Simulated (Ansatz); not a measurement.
A structure file:

Space group P6_3/mmc (No. 194). a = 2.674 Å, b = 2.674 Å, c = 4.226 Å, α = 90.00°, β = 90.00°, γ = 120.00°
| atom | site | symmetry | x | y | z |
| --- | --- | --- | --- | --- | --- |
| Ru | 2c | -6m2 | 0.3333 | 0.6667 | 0.2500 |

Give a crystallographic description of this input.

Answer. The element is ruthenium. It belongs to space group P6_3/mmc (No. 194) and has a primitive hexagonal lattice. Its structure type: hexagonal close-packed (Mg type). The cell holds two atoms. Each Ru atom is coordinated by twelve Ru in an anticuboctahedral arrangement at 2.62 to 2.67 Å. The bonds build a three-dimensional framework.

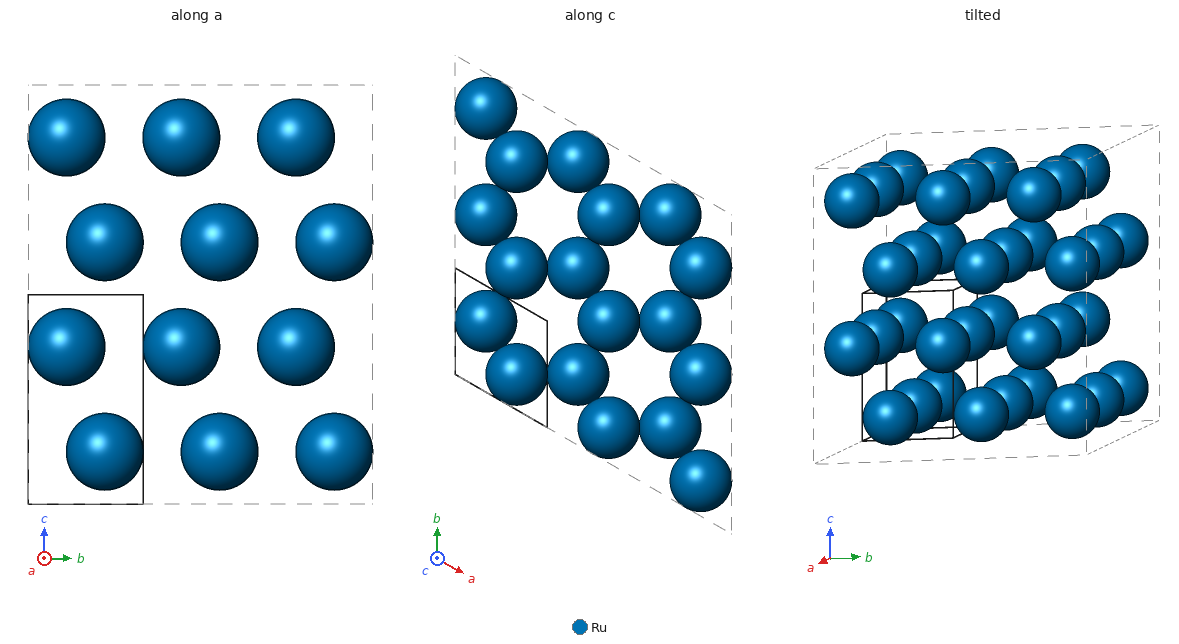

The image is a spheres-only drawing of a crystal, viewed along the a axis, along the c axis and slightly off an axis. The solid box is one conventional unit cell, and 3×3×2 cells are shown.

The model was built from a structure listed in the Materials Project. Earlier steps of the study may have refined or changed the cell and positions. It went into a calculation with Ansatz.
